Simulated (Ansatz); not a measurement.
# FH2MoNOS: basis-set convergence

Aim: see how fast density functionals converge with the basis set for FH2MoNOS.

Program: Ansatz 0.2.0, Gaussian basis. Level of theory: one geometry, several basis sets. These are calculated values, not measurements.

The runs, in order: PBE0-D4/def2-SVP; ωB97M-V/def2-SVP; PBE0-D4/def2-QZVPP; ωB97M-V/def2-QZVPP; the functionals' def2-TZVPP values are taken from earlier runs.

1 further run of the same task is left out (for a known fault of the program).

## Step 1: The relaxed structure

All runs share one geometry, relaxed beforehand with PBE0-D4 in a triple-zeta def2 set. Mo takes the def2 core potential; no spin-orbit term is included.

SMILES `[NH2][Mo](=[O])([F])=[S]`, 7 atoms, charge 0, spin multiplicity 1.

Atoms are counted from 1 here; the program's logs count them from 0.

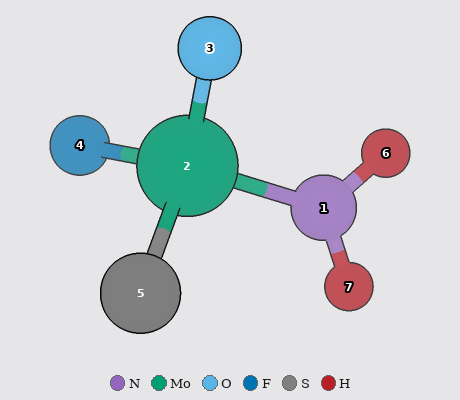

The structure; colours as in the key; atoms are numbered from 1 in the order of the file.

## Step 2: PBE0-D4 in def2-SVP

in.yaml

```yaml
crystal:
  periodic: [false, false, false]
  atoms:
    - {symbol: N, position_ang: [-0.690789, 0.750148, 0.579890]}
    - {symbol: Mo, position_ang: [0.412864, -0.540229, -0.285468]}
    - {symbol: O, position_ang: [1.796165, -0.707267, 0.629748]}
    - {symbol: F, position_ang: [-0.471741, -2.158538, -0.412231]}
    - {symbol: S, position_ang: [0.874324, 0.189721, -2.209343]}
    - {symbol: H, position_ang: [-0.568281, 0.994247, 1.552654]}
    - {symbol: H, position_ang: [-1.291343, 1.403919, 0.099150]}
basis:
  gaussian: {orbitals: def2-SVP}
hamiltonian: {xc: pbe0, dispersion: d4}
output: {orbitals: {seedname: orbitals}}
```

Started as:

```sh
ansatz run in.yaml --threads 4 --pin off --events-out ev --progress --plain --max-ram 10444MiB
```

Further steps of the session: ωB97M-V in def2-SVP; PBE0-D4 in def2-QZVPP; ωB97M-V in def2-QZVPP.

Before running them: what should the planned runs give, taken together? Wanted: PBE0-D4: double and triple zeta above quadruple; ωB97M-V: double and triple zeta above quadruple.

**Answer**, as computed:

| quantity | value |
| --- | --- |
| PBE0-D4: double and triple zeta above quadruple | 12.94, 0.78 eV |
| ωB97M-V: double and triple zeta above quadruple | 13.07, 0.75 eV |

**Reading.** For PBE0-D4 the step from double to triple zeta gains 12.16 eV and the next only 0.78 eV. Total energies overstate the basis error of differences, where much of it tends to cancel.
